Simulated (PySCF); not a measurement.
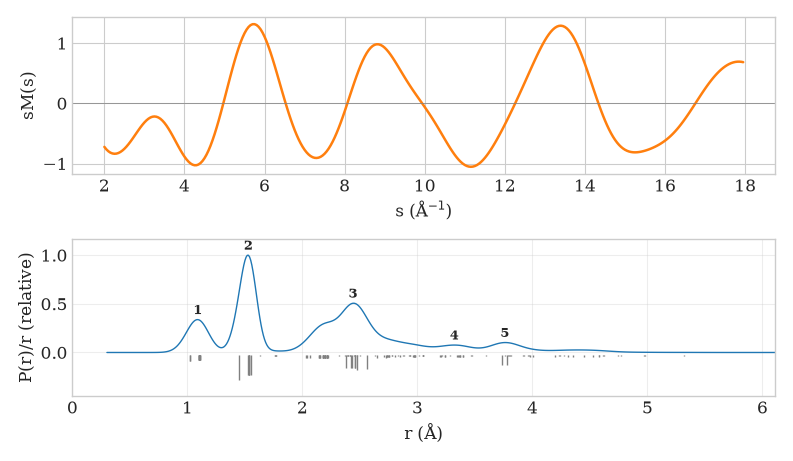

Simulated gas electron diffraction: reduced molecular intensity sM(s) from the Debye equation in the first Born approximation (top) and the radial distribution curve (bottom) of C5H11N. Each pair of atoms contributes with weight ZᵢZⱼ/r (bars below the curve); damping constant 0.001 Å²; vibrational amplitudes assumed, not computed: 0.05 Å for bonds, 0.078 Å for bonds to H, 0.06 + 0.015 r up to 0.15 Å for other pairs. The geometry is the end point of an optimisation (PBE0-D3(BJ)/def2-SVP geometry optimisation, gas phase in PySCF 2.14.0, density-fitted response routines); it may be a saddle point or a higher isomer. SMILES: NC1CCCC1.

### Read the positions of the numbered peaks and name the main pairs (– for bonds).

Peak 1, 1.09 Å: N–H 1.02 Å (×2), C–H 1.10–1.11 Å (×9), not resolved
Peak 2, 1.53 Å: N–C 1.45 Å, C–C 1.53–1.55 Å (×5), not resolved
Peak 3, 2.44 Å: C···H 2.21–2.22 Å (×5), C···C 2.38–2.46 Å (×5), N···C 2.48–2.56 Å (×2), not resolved; in its flanks C···H 2.03–2.98 Å
Peak 4, 3.32 Å: C···H 3.20–3.40 Å (×11), not resolved
Peak 5, 3.76 Å: H···H 3.59–3.97 Å (×10), N···C 3.74–3.77 Å (×2), C···H 3.98–4.00 Å (×2), not resolved
